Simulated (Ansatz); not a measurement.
**Hypothetical CsCl type TiSb: pressure series**

Base system: TiSb in the CsCl type structure (space group Pm-3m, No. 221; a hypothetical phase, not in the database extracts checked).

```
CELL_PARAMETERS angstrom
      3.41907     0.00000     0.00000
      0.00000     3.41907     0.00000
      0.00000     0.00000     3.41907
ATOMIC_POSITIONS crystal
  Ti 0.00000 0.00000 0.00000
  Sb 0.50000 0.50000 0.50000
```

Cell and atoms are relaxed at each pressure.

Level of theory: Kohn–Sham DFT with the PBE functional, run in Ansatz (a first-principles code) with PAW and 420 eV plane waves, no spin-orbit coupling.

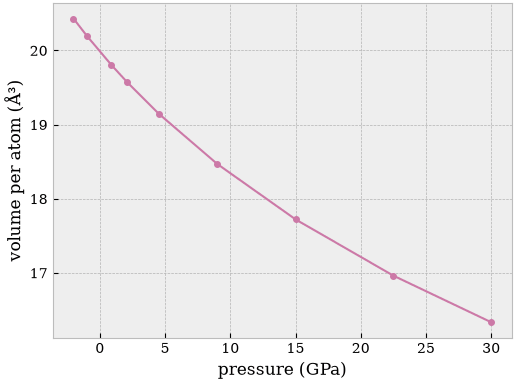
Figure. Volume against pressure

Question: Estimate the zero-pressure bulk modulus from the plot.

Answer: About 96 GPa; a third-order Birch–Murnaghan fit to the points gives V₀ = 19.98 Å³/atom, B₀ = 96 GPa and B₀′ = 4.3.

Load acts through the strain it causes; cell and atoms are relaxed under it. Whether these cells are dynamically stable was not tested. Competing high-pressure phases were not computed. All final runs are without spin polarisation. An odd electron count without spin: TiSb. TiSb has a high density of states at the Fermi level and may be magnetic at this level.
